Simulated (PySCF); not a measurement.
# [La(CO)]2+: other functionals and bases at one geometry

How far do other levels of theory move the description of [La(CO)]2+, and what does each cost? The species was built from a template and needn't be a known compound.

The runs use PySCF 2.14.0; several levels, as the steps say, no spin–orbit coupling.

1 further run of the same task is left out (for a known fault of the program).

### 1 The system as given

3 atoms, charge 2, spin multiplicity 1.

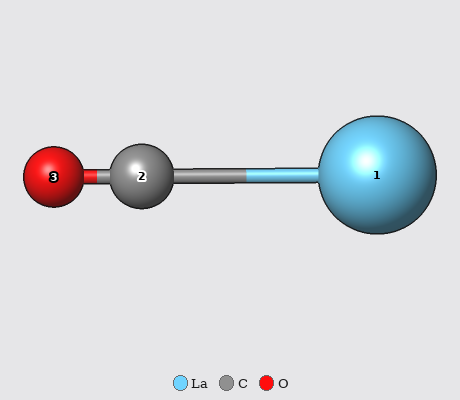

The structure; lanthanum blue, carbon grey, oxygen red; atoms are numbered from 1 in the order of the file.

Coordinates:

```xyz
3

La    0.0000    0.0000   -0.7902
C     0.0000    0.0000    2.2022
O     0.0000    0.0000    3.3183
```

Formal oxidation states: La +2. Each metal's 1 4f electrons lie in its core potential, so multiplicities, spins and levels count the valence alone. For divalent La, Ce, Gd or Lu the extra electron is normally 5d or 6s, so this core forces an excited configuration. An earlier session relaxed this geometry at PBE0, La lcecp-0-SVP with ECP47, C def2-SVP, O def2-SVP (singlet, point group C∞v).

At PBE0 on the finer grid: E = -138.599190 Eh, frontier levels not given, since the 4f levels lie in the core, Mulliken charge on La1 +1.86 e, largest force component 0.003 eV/Å. 

Levels to run: TPSS; PBE; PBE0, TZVP. Hardware: 2 threads of Arm Neoverse V1, shared host.

### 2 TPSS

File run.py (the lines that set the calculation):

```python
mol = gto.M(atom='''
La     0.00000     0.00000    -0.79022
C      0.00000     0.00000     2.20216
O      0.00000     0.00000     3.31827''',
    basis={'La': 'lcecp-0-SVP', 'C': 'def2-SVP', 'O': 'def2-SVP'},
    ecp={'La': 'lcecp-0-SVP'},
    charge=2, spin=0)
mf = dft.RKS(mol, xc='TPSS')
mf.grids.atom_grid = (75, 302)  # f atoms: unpruned, at least (60, 302)
mf = mf.density_fit()  # fitting sets: La AutoAux, C def2-universal-JKFIT, O def2-universal-JKFIT
mf.conv_tol = 1e-08; mf.max_cycle = 55
mf.kernel(dm0)  # dm0: the density of the relaxed state
```

Launch:

```console
> OMP_NUM_THREADS=2 python run.py
```

### 3 PBE

Edit run.py (the lines that set the calculation) of step 2 so:

```diff
@@ -7,3 +7,3 @@
     charge=2, spin=0)
-mf = dft.RKS(mol, xc='TPSS')
+mf = dft.RKS(mol, xc='PBE')
 mf.grids.atom_grid = (75, 302)  # f atoms: unpruned, at least (60, 302)
```

### 4 PBE0, TZVP

Basis: La lcecp-0-TZVP with ECP47, C def2-TZVP, O def2-TZVP. 

File run.py (the lines that set the calculation):

```python
mol = gto.M(atom='''
La     0.00000     0.00000    -0.79022
C      0.00000     0.00000     2.20216
O      0.00000     0.00000     3.31827''',
    basis={'La': 'lcecp-0-TZVP', 'C': 'def2-TZVP', 'O': 'def2-TZVP'},
    ecp={'La': 'lcecp-0-TZVP'},
    charge=2, spin=0)
mf = dft.RKS(mol, xc='PBE0')
mf.grids.atom_grid = (75, 302)  # f atoms: unpruned, at least (60, 302)
mf = mf.density_fit()  # fitting sets: La AutoAux, C def2-universal-JKFIT, O def2-universal-JKFIT
mf.conv_tol = 1e-08; mf.max_cycle = 55
mf.kernel(dm0)  # dm0: free metal ions and neutral atoms
```

What does the calculation give? Wanted: for each run, charge on La1; dipole; largest force.

As calculated:

| level | state | charge on La1 (e) | dipole (D) | largest force (eV/Å) | basis functions | time |
| --- | --- | --- | --- | --- | --- | --- |
| PBE0 (relaxed here) | singlet | 1.86 | 3.29 | 0.00 | 59 | 2.4 s |
| TPSS | singlet | 1.84 | 3.09 | 1.57 | 59 | 2 s |
| PBE | singlet | 1.82 | 2.96 | 1.88 | 59 | 1.5 s |
| PBE0, TZVP | singlet | 1.90 | 3.27 | 0.65 | 109 | 4.1 s |

Times are on 2 threads of Arm Neoverse V1, shared host; the first row also made further properties. The dipole of a charged species depends on the origin, so these sizes hold for this origin alone.

The largest leftover force, 1.88 eV/Å with PBE, stands at a geometry relaxed at another level. The Mulliken charge on La spans +1.82 to +1.90 e over the levels. With 4f in the core, its levels are missing from HOMO and gap. Total energies of different levels can't be compared. Spin–orbit coupling is left out throughout.
